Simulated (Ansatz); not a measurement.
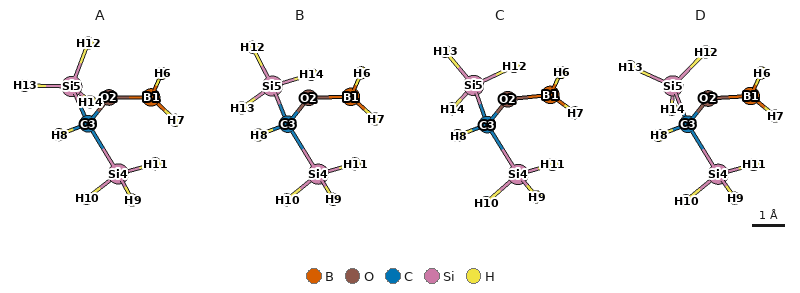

4 geometries from a converged minimum-energy path of CH₉BOSi₂, shuffled. A ball-and-stick model, seen from a free direction.

Computed with RKS BLYP-D4/6-31G (Ansatz 0.2.0). Run with 7 movable images; climbing image; force threshold 0.03 eV/Å; iteration limit 33; starting path through a guess of the saddle point.

Which frame is the transition state?

A. In order along the path, whose images run from 0 to 8: B (image 1, +0.9 kJ/mol), A (image 4, +7.3 kJ/mol), D (image 6, +3.8 kJ/mol), C (image 8, 0.0 kJ/mol). The motion is a rotation about the C3–Si5 bond by about 120°. No bond forms or breaks between the ends. Among the angles between lasting bonds that change up to the highest image: C3–Si5–H14 108.3° → 110.5°.

Cost: 10 min on 1 thread of Arm Neoverse V2, with other jobs on the host, peak memory 0.13 GiB.
